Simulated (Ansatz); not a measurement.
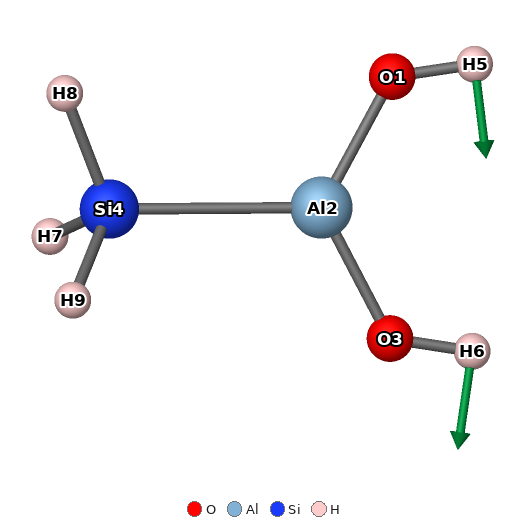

The arrows show one normal mode. Harmonic vibrations computed with RKS PBE0-D4/def2-TZVP (Ansatz 0.2.0) at a stationary point of the same level.

### Describe the motion.

Mostly Al–O–H bending.

### Estimate its harmonic wavenumber.

545 cm⁻¹; it is mode 10 of 21 counted from the lowest.
